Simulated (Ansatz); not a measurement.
# GeH3 (doublet): one geometry, many settings

Aim: run GeH3 (doublet) at one geometry under a spread of methods and options, and see what each costs and gives.

Method: the settings change from run to run; program: Ansatz 0.2.0, Gaussian basis.

23 further runs of the same task are left out: 2 for a known fault of the program, 10 that didn't finish, 11 set aside as unsound or not needed.

### 1 What is computed

The geometry is a PBE0/def2-TZVP stationary point (not a proven minimum). No spin-orbit coupling is included. The filled d shell of Ge may be among the frozen orbitals whatever the setting's name suggests; the logs give the count.

4 atoms, charge 0, spin multiplicity 2.

Atoms are counted from 1 here; the program's logs count them from 0.

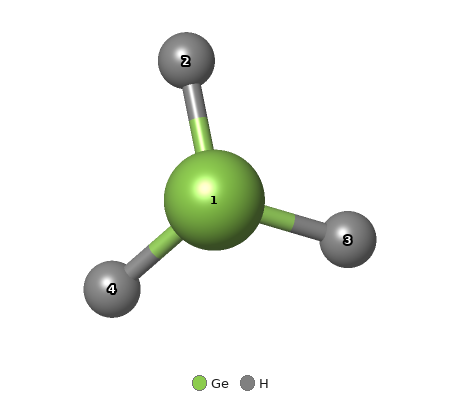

The structure; germanium green, hydrogen grey; atoms are numbered from 1 in the order of the file.

### 2 CCSD(T) on UHF/6-31G

The input, in.yaml:

```yaml
crystal:
  periodic: [false, false, false]
  atoms:
    - {symbol: Ge, position_ang: [0.000034, -0.000003, -0.018730]}
    - {symbol: H, position_ang: [1.465006, 0.016889, 0.452573]}
    - {symbol: H, position_ang: [-0.748285, 1.261093, 0.448403]}
    - {symbol: H, position_ang: [-0.719150, -1.277779, 0.448837]}
basis:
  gaussian: {orbitals: 6-31G}
magnetization: {spin_polarized: true, initial_magnetization: 1}
correlation: {method: ccsd_t, electrons: outside_noble_gas}
scf: {lower_state_search: light}
output: {forces: true}
```

Started as:

```bash
$ ansatz run in.yaml --threads 1 --pin off --events-out ev --progress --plain --max-ram 2393MiB
```

What it wrote (excerpt; [...] marks lines left out):

```text
Functional definition: HF
  name "HF"
  cite "Fock, Z. Phys. 61, 126 (1930) doi:10.1007/BF01340294"
  parent pbe
[...]
346 factors; integrals over basis functions are off by at most 5.1e-4 eV
[...]
mean field -56510.18645843 eV, -2076.7110483671 hartree, gradient 8.6e-6 eV, S^2 0.753809; 0 other end points of the search recorded, 0 dependent functions left out
14 core orbitals not correlated: weight in the atoms' cores, before any rotation towards them, 0.998 or more for the frozen orbitals, at most 0.001 for the correlated occupied ones
reference -56510.18645843 eV, -2076.7110483671 hartree; 4, 3 occupied and 17, 18 virtual orbitals, 346 factors
second order -1.34036414 eV of doubles, -0.00000000 eV of singles
cycle   1  -1.68923908 eV  change   -3.5e-1 eV  update   5.0e-2
[...]
cycle  10  -1.87450384 eV  change    1.2e-7 eV  update   1.0e-6
perturbative correction -0.02367417 eV, -0.0008700097 hartree
[...]
Total energy: -56512.08463643 eV, -2076.7808051221 hartree
Atom 0 at     0.000034    -0.000003    -0.018730 Å, force     0.000440    -0.000038    -0.250386 eV/Å
Atom 1 at     1.465006     0.016889     0.452573 Å, force     0.374310     0.004310     0.084138 eV/Å
Atom 2 at    -0.748285     1.261093     0.448403 Å, force    -0.191096     0.322147     0.083069 eV/Å
Atom 3 at    -0.719150    -1.277779     0.448837 Å, force    -0.183654    -0.326419     0.083180 eV/Å
Dipole moment:     0.000035    -0.000003    -0.019071 e Å
```

Wall time 4.2 s (1 thread of Intel Xeon at 2.50GHz, shared host).

From the report: ⟨S²⟩ of the determinant 0.754 (pure doublet: 0.75); correlation -1.8982 eV; T1 0.009; largest double amplitude 0.04.

### 3 CISDT/cc-pVDZ

The input, in.yaml:

```yaml
crystal:
  periodic: [false, false, false]
  atoms:
    - {symbol: Ge, position_ang: [0.000034, -0.000003, -0.018730]}
    - {symbol: H, position_ang: [1.465006, 0.016889, 0.452573]}
    - {symbol: H, position_ang: [-0.748285, 1.261093, 0.448403]}
    - {symbol: H, position_ang: [-0.719150, -1.277779, 0.448837]}
basis:
  gaussian: {orbitals: cc-pVDZ}
magnetization: {spin_polarized: false, initial_magnetization: 1}
correlation: {active_space: {ras: {orbitals: [3, 1, 24], electrons: 7, max_holes: 3, max_particles: 3}, fixed_orbitals: true}}
output: {forces: true}
```

Launched as before.

What it wrote (excerpt; [...] marks lines left out):

```text
Functional definition: HF
  name "HF"
  cite "Fock, Z. Phys. 61, 126 (1930) doi:10.1007/BF01340294"
  parent pbe
[...]
455 factors; integrals over basis functions are off by at most 1.0e-3 eV
[...]
mean field -56518.94316432 eV, -2077.0328513731 hartree, gradient 1.2e-6 eV, S^2 0.750000; 0 other end points of the search recorded, 0 dependent functions left out
reference -56518.94316432 eV, -2077.0328513731 hartree; 18, 17 occupied and 24, 25 virtual orbitals, 455 factors
state -56522.10335504 eV, -2077.1489862401 hartree
[...]
Total energy: -56522.10335504 eV, -2077.1489862401 hartree
Atom 0 at     0.000034    -0.000003    -0.018730 Å, force     0.000179    -0.000016    -0.105317 eV/Å
Atom 1 at     1.465006     0.016889     0.452573 Å, force     0.093606     0.001080     0.035276 eV/Å
Atom 2 at    -0.748285     1.261093     0.448403 Å, force    -0.047823     0.080578     0.035006 eV/Å
Atom 3 at    -0.719150    -1.277779     0.448837 Å, force    -0.045962    -0.081642     0.035034 eV/Å
Dipole moment:     0.000042    -0.000003    -0.023041 e Å
```

Run time: 12 s. Hardware: 1 thread of Intel Xeon at 2.50GHz, shared host.

From the report: 157,693 determinants.

### 4 BCCD/cc-pVDZ

in.yaml: that of step 3 with these lines changed.

```diff
@@ -10,3 +10,5 @@
 magnetization: {spin_polarized: false, initial_magnetization: 1}
-correlation: {active_space: {ras: {orbitals: [3, 1, 24], electrons: 7, max_holes: 3, max_particles: 3}, fixed_orbitals: true}}
+hamiltonian: {xc: {name: PBE0}}
+correlation: {method: bccd, electrons: all}
+scf: {omitted_lower_state_checks: [cluster_reference]}
 output: {forces: true}
```

The command is unchanged.

What it wrote (excerpt; [...] marks lines left out):

```text
Functional definition: PBE0
  name "PBE0"
  cite "Adamo & Barone, J. Chem. Phys. 110, 6158 (1999) doi:10.1063/1.478522"
  cite "Perdew, Burke & Ernzerhof, Phys. Rev. Lett. 77, 3865 (1996) doi:10.1103/PhysRevLett.77.3865"
  parent pbe
[...]
455 factors; integrals over basis functions are off by at most 1.0e-3 eV
[...]
mean field -56557.41242134 eV, -2078.4465704932 hartree, gradient 1.9e-6 eV, S^2 0.750000; 0 other end points of the search recorded, 0 dependent functions left out
reference -56518.63655478 eV, -2077.0215836803 hartree; 18, 17 occupied and 24, 25 virtual orbitals, 455 factors
second order -3.50729258 eV of doubles, -0.27646035 eV of singles
cycle   1  -4.07187071 eV  change   -2.9e-1 eV  update   5.3e-2
[...]
cycle  11  -4.26677142 eV  change   -5.2e-7 eV  update   1.1e-6
[...]
Total energy: -56522.90332620 eV, -2077.1783846380 hartree
Atom 0 at     0.000034    -0.000003    -0.018730 Å, force    -0.000015     0.000000     0.002489 eV/Å
Atom 1 at     1.465006     0.016889     0.452573 Å, force     0.001301     0.000015    -0.000825 eV/Å
Atom 2 at    -0.748285     1.261093     0.448403 Å, force    -0.000656     0.001108    -0.000832 eV/Å
Atom 3 at    -0.719150    -1.277779     0.448837 Å, force    -0.000630    -0.001123    -0.000832 eV/Å
Dipole moment:     0.000039    -0.000003    -0.021301 e Å
Checks for a lower state left out: cluster_reference
```

Run time: 30 s. Hardware: 1 thread of Intel Xeon at 2.50GHz, shared host; peak memory 0.29 GiB.

From the report: correlation -4.2668 eV; largest double amplitude 0.03.

### 5 MRCISD+Q(relaxed)(3,5)/cc-pVDZ

The input, in.yaml:

```yaml
crystal:
  periodic: [false, false, false]
  atoms:
    - {symbol: Ge, position_ang: [0.000034, -0.000003, -0.018730]}
    - {symbol: H, position_ang: [1.465006, 0.016889, 0.452573]}
    - {symbol: H, position_ang: [-0.748285, 1.261093, 0.448403]}
    - {symbol: H, position_ang: [-0.719150, -1.277779, 0.448837]}
basis:
  gaussian: {orbitals: cc-pVDZ, point_charges: [{charge: 1.00, position_ang: [5.849, 0.438, 0.884]}]}
magnetization: {spin_polarized: false, initial_magnetization: 1}
correlation: {method: fic_mrcisd_q_relaxed, electrons: outside_noble_gas, active_space: {window: {electrons: 3, orbitals: 5}, states: [{multiplicity: 2, weights: [0.5, 0.5, 1]}, {multiplicity: 4, weights: [1]}], root: 0}}
```

The command is unchanged.

What it wrote (excerpt; [...] marks lines left out):

```text
Functional definition: HF
  name "HF"
  cite "Fock, Z. Phys. 61, 126 (1930) doi:10.1007/BF01340294"
  parent pbe
[...]
822 factors; integrals over basis functions are off by at most 1.4e-7 eV
[...]
mean field -56518.98959558 eV, -2077.0345576904 hartree, gradient 2.0e-6 eV, S^2 0.750000; 0 other end points of the search recorded, 0 dependent functions left out
reference -56518.98959558 eV, -2077.0345576904 hartree; 18, 17 occupied and 24, 25 virtual orbitals, 822 factors
state -56519.27610366 eV, -2077.0450866683 hartree
state -56513.48489869 eV, -2076.8322638111 hartree
state -56513.08767231 eV, -2076.8176660109 hartree
contracted CI cycle   1: correlation -0.00000000 eV, -0.0000000000 hartree, residual 1.23e1 eV
contracted CI cycle   2: correlation -2.70767862 eV, -0.0995053539 hartree, residual 2.35e0 eV
[...]
contracted CI cycle  11: correlation -2.86436701 eV, -0.1052635463 hartree, residual 4.69e-3 eV
contracted CI cycle  12: correlation -2.86436789 eV, -0.1052635783 hartree, residual 2.50e-3 eV
contracted CI cycle  13: correlation -2.86436808 eV, -0.1052635854 hartree, residual 1.00e-3 eV
state -56510.82160739 eV, -2076.7343896609 hartree; corrected -56513.94267120 eV, -2076.8490866404 hartree
state -56519.27610366 eV, -2077.0450866683 hartree; corrected -56522.28141011 eV, -2077.1555296431 hartree
state -56513.48489869 eV, -2076.8322638111 hartree; corrected -56517.03671578 eV, -2076.9627906815 hartree
state -56513.08767231 eV, -2076.8176660109 hartree; corrected -56516.44794667 eV, -2076.9411538156 hartree
state -56510.83908237 eV, -2076.7350318547 hartree; corrected -56513.93097376 eV, -2076.8486567673 hartree
the orbitals are reached from those of the next higher spin: the first search ends at -56513.43429730 eV, -2076.8304042441 hartree
Total energy: -56522.28141011 eV, -2077.1555296431 hartree
```

Wall time 39 s (1 thread of Intel Xeon at 2.50GHz, shared host).

From the report: 50 determinants; active occupations (of the averaged states) 1.45, 0.89, 0.64, 0.01, 0.01.

### 6 The runs in one table

Where basis and cores are those of an earlier UCCSDT(Q)/cc-pVDZ run (-56522.2245 eV), and the state is the same kind, the miss against it is given.

```tsv
level	correlated	functions	energy (eV)	from UCCSDT(Q) (meV)	time
CCSD(T) on UHF/6-31G	outside noble gas	35	-56512.0846		4.2 s
CISDT/cc-pVDZ	outside noble gas	42	-56522.1034	121.1	12 s
BCCD/cc-pVDZ (on PBE0 orbitals)	all	42	-56522.9033		30 s
MRCISD+Q(relaxed)(3,5)/cc-pVDZ (lowest root of an average, beside a point charge)	outside noble gas	42	-56522.2814		39 s
```

### 7 Results

```
quantity                                                                                    value
    runs                                                                                        4
quickest                                                              CCSD(T) on UHF/6-31G, 4.2 s
 slowest  MRCISD+Q(relaxed)(3,5)/cc-pVDZ (lowest root of an average, beside a point charge), 39 s
```

What this shows: Total energies in different bases, with other cores or another treatment of relativity can't be set against each other. MRCISD+Q(relaxed)(3,5)/cc-pVDZ (lowest root of an average, beside a point charge) took 9 times as long as CCSD(T) on UHF/6-31G; the jobs differ in more than the method.
